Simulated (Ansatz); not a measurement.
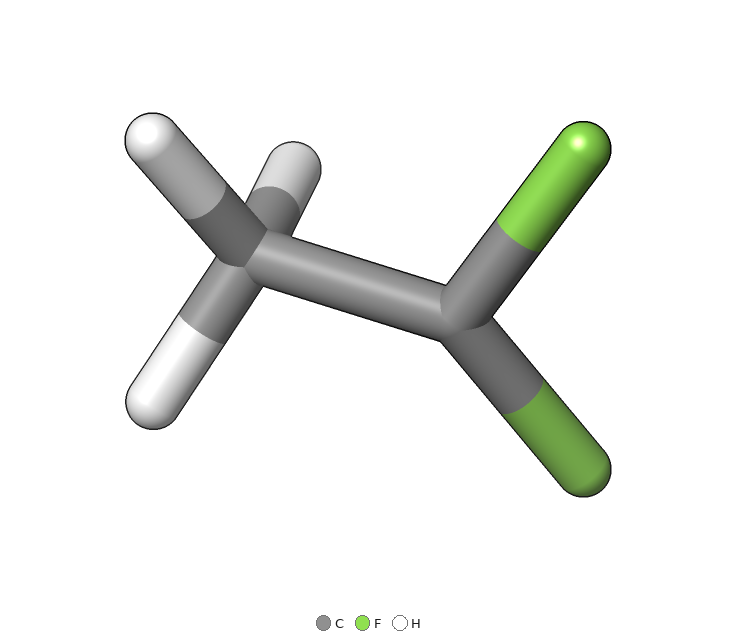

State: neutral, doublet. Computed geometry: PBE0-D4/def2-TZVP optimisation.

Give the structural formula.

SMILES: C[C](F)F

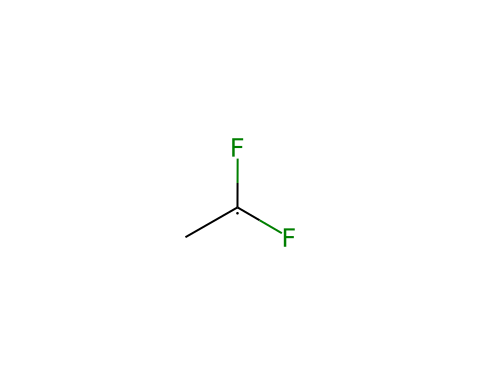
